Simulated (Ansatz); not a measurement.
# Tunnelling from Li(110) to Li(110): the current at the widest gap

Three vacuum gaps between Li(110) and Li(110) are known. What current density flows at 0.25 V across 6.5 Å?

**Method.** Ansatz 0.2.0, plane waves with PAW datasets, PBE; a slab with two metal leads whose outer parts are reservoirs, with density and current solved under bias (Landauer, 300 K). The gap is counted from plane to plane of nuclei, and atoms stay on ideal sites.

The runs, with one result withheld:

```tsv
gap (Å)	drop between the leads' cuts at 0.25 V (V)	current density at 0.25 V (A/m²)
3.5	0.0982	1.41×10¹⁴
4.5	0.178	7.46×10¹³
5.5	0.216	3.62×10¹³
6.5	0.236	?
```

Worked fit:

Tunnelling falls as exp(−βd). From 3.5 to 4.5 Å, β = ln(1.41×10¹⁴/7.46×10¹³)/1 = 0.636 Å⁻¹, and from 4.5 to 5.5 Å it is 0.723 Å⁻¹; the slope still steepens as the gap leaves contact, so the wider pair is taken. Then 3.62×10¹³ × exp(−0.723 × 1). Predicted: 1.76×10¹³ A/m².

What the run gave:

1.31×10¹³ A/m², so the prediction is 34 % too high. The last step has β = 1.01 Å⁻¹, an apparent barrier ħ²β²/8m of 0.98 eV: the decay of this current is still steepening. The conductances at 0 V give β = 0.723 and 1.04 Å⁻¹ for the last two steps.

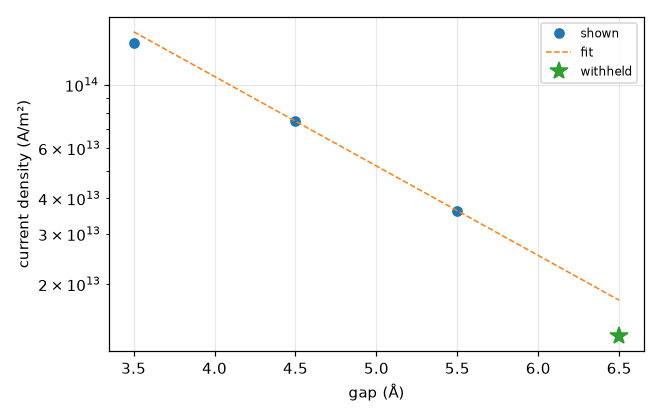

Current density against the gap.

**Limits.** On every other k-point the currents of these runs, at any bias, move by up to 4.2 %. A semilocal functional lacks the image potential's tail.

[Logs are printed without paths, hosts, clocks, repeated set-up lines and the standing remarks that a program may print on its own settings, such as how far it seeks lower states.]
